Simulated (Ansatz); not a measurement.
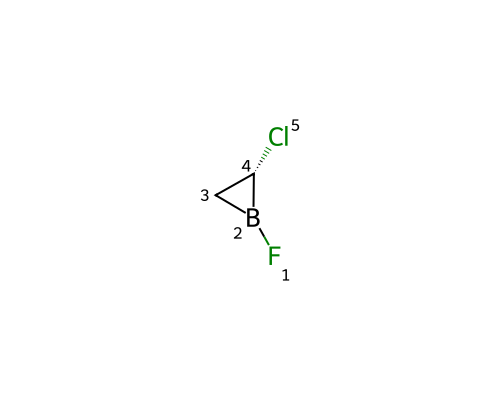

A structural formula, with wedges where it has stereocentres; small numbers name the atoms. The configuration is that of a computed structure (PBE0-D4/def2-TZVP).

Question: Give the R/S and E/Z labels.

Answer: C4: R.

Question: Write the isomeric SMILES.

Answer: FB1C[C@@H]1Cl
